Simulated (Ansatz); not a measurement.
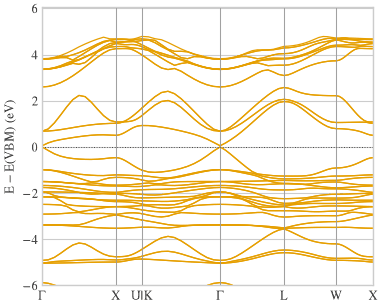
Band structure from PBEsol with spin–orbit coupling (plane waves, PAW; program Ansatz)

Read off the gap and where the band edges lie.

About 0.1 eV (0.05 eV by a search for the band edges); maximum at Γ, minimum at Γ.

The material is Cs₂TlAsI₆ in space group Fm-3m (No. 225; Cs on 8c, Tl on 4b, As on 4a, I on 24e).

The workflow started from a Materials Project entry (that database holds measured and hypothetical structures alike); the Crystallography Open Database copy checked does not list it. Its standing as an ambient phase is unchecked. The cell was relaxed with PBEsol under the symmetry of its start; whether a distortion lowers the energy is not shown.

Potentials: the later of the program's two PAW sets.
